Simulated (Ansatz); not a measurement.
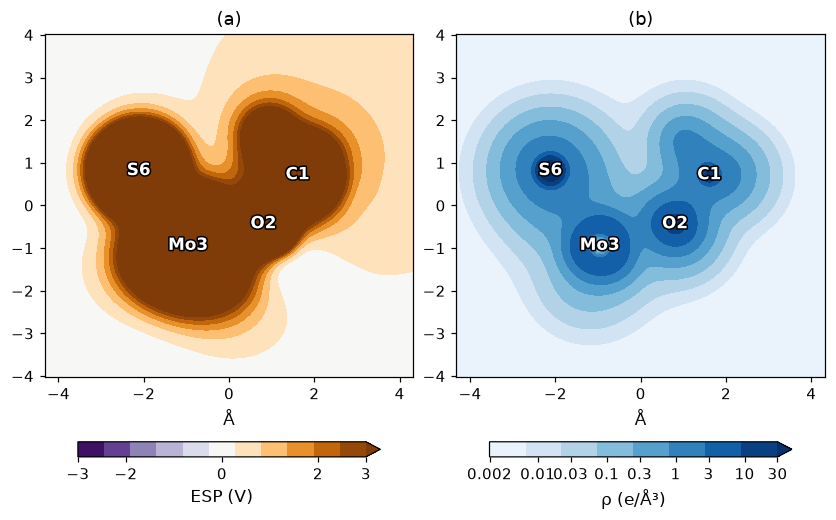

The picture shows: CH3FMoO2S (SMILES C[O][Mo](=[O])([F])=[S]). (a) molecular electrostatic potential; (b) electron density on the plane of atoms O2, Mo3 and S6.

Geometry: PBE0-D4/def2-TZVP; core potentials replace the inner electrons of Mo.

The calculation used RKS PBE0-D4/def2-TZVPP (Ansatz 0.2.0).

| atom | x (Å) | y (Å) | z (Å) |
| --- | --- | --- | --- |
| C | -1.0461 | 0.9466 | 0.6655 |
| O | -0.6301 | -0.0755 | -0.2110 |
| Mo | 0.8800 | -0.9650 | -0.7248 |
| O | 0.9991 | -0.9087 | -2.3873 |
| F | 0.8407 | -2.7128 | -0.1341 |
| S | 2.5281 | 0.0507 | 0.1079 |
| H | -0.1911 | 1.3501 | 1.2138 |
| H | -1.5221 | 1.7383 | 0.0832 |
| H | -1.7701 | 0.5302 | 1.3695 |

> Describe what can be read from this map.

The plane passes through C, O, Mo and S nuclei. C–O (1.41 Å): the density is about 2 e/Å³ at the midpoint, with its minimum of 1.7 e/Å³ about 0.5 Å from C. Mo–S (2.11 Å): ρ at the midpoint is about 1.1 e/Å³. Mo–O (1.83 Å): ρ at the midpoint is about 1.3 e/Å³. The potential has no marked negative region in this plane.
